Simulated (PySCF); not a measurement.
```xyz
17

C     3.0998   -0.7005    0.6527
O     1.7466   -0.5304    0.9845
C     1.0269    0.2332    0.0371
Si   -0.7140    0.3720    0.8081
C    -2.0045    1.3328   -0.2777
O    -3.0336    0.3359   -0.3624
Si   -2.5002   -1.0520    0.3581
H     3.6154    0.2663    0.5881
H     3.5460   -1.2992    1.4444
H     3.2103   -1.2210   -0.3071
H     1.0368   -0.2664   -0.9415
H     1.5055    1.2138   -0.0981
H    -0.5420    1.0539    2.1017
H    -2.4378    2.2248    0.1769
H    -1.6997    1.5950   -1.2940
H    -2.4186   -2.1221   -0.6422
H    -3.4441   -1.4241    1.4109
```

Geometry: GFN2-xTB.

Theory: PySCF, wB97X-D/def2-SVPD, SCF density, gas phase.

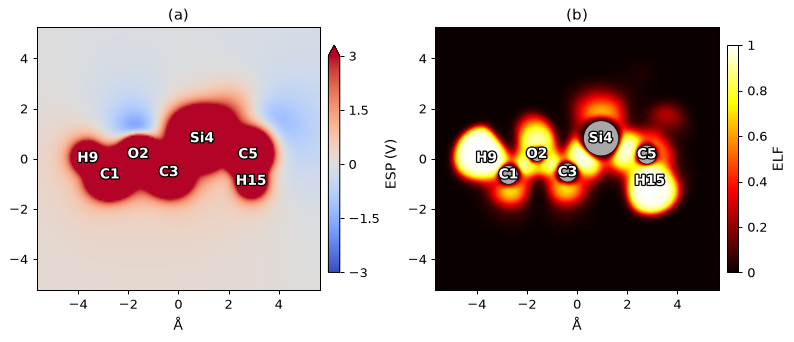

C₃H₁₀O₂Si₂. (a) electrostatic potential; (b) electron localisation function on the plane of atoms O2, C1 and H9. Grey discs cover the atomic cores in the ELF map.

Q: Read the bonding off the picture.

A:
- The section cuts through C, O, Si and H sites.
- C–O (1.40 Å): the ELF peaks at about 0.90 between the atoms (a shared but strongly polarised pair).
- C–Si (1.91 Å): the ELF peaks at about 1 between the atoms (a covalent bond).
- C–H (1.09 Å): the ELF climbs to about 1 towards the hydrogen, as it does in any bond to H; an ordinary covalent bond to hydrogen.
- The ELF also peaks beside O2, away from the bonds: lone-pair regions.
- Outside the dense part of the molecule the potential is most negative (−1.6 V) near O2.
